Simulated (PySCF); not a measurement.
```csv
atom,x (Å),y (Å),z (Å)
C,3.9041,-0.1423,-0.3284
C,2.7113,-0.0591,-0.4725
C,1.3635,0.0279,-0.6216
C,0.1665,0.1034,-0.7667
C,-1.2638,0.1950,-0.9002
C,-2.0236,0.2007,0.4320
N,-1.3306,-0.2872,1.4809
O,-3.1666,0.5828,0.5123
H,4.9435,-0.2116,-0.2133
H,-1.5388,1.1036,-1.4434
H,-1.6387,-0.6578,-1.4768
H,-1.7671,-0.3039,2.3875
H,-0.3640,-0.5509,1.3924
```

Geometry: GFN2-xTB.

Theory: PBE0/pcSseg-1, SCF density, gas phase, non-relativistic (PySCF).

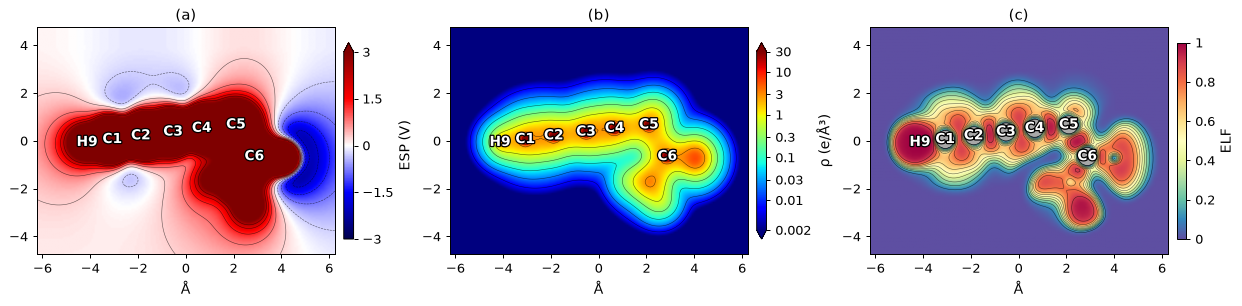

C6H5NO. (a) electrostatic potential; (b) total electron density; (c) electron localisation function on the plane of atoms C4, C5 and C6. Grey discs cover the atomic cores in the ELF map.

Question: Read the bonding off the picture.

Answer:
- The section cuts through C and H sites.
- C–C (1.20 Å): ρ is about 2.7 e/Å³ halfway; the ELF peaks at about 0.85 between the atoms; a multiple bond.
- C–C (1.36 Å): ρ at the midpoint is about 2.1 e/Å³; the ELF peaks at about 0.95 between the atoms (localised, covalent bonding).
- C–H (1.05 Å): ρ at the midpoint is about 2.1 e/Å³; the ELF climbs to about 1 towards the hydrogen, as it does in any bond to H: an ordinary covalent bond to hydrogen.
- The ELF also peaks beside O8, away from the bonds: lone-pair regions.
- Outside the dense part of the molecule the potential is most negative (−2.2 V) near O8, which lies off the plane.
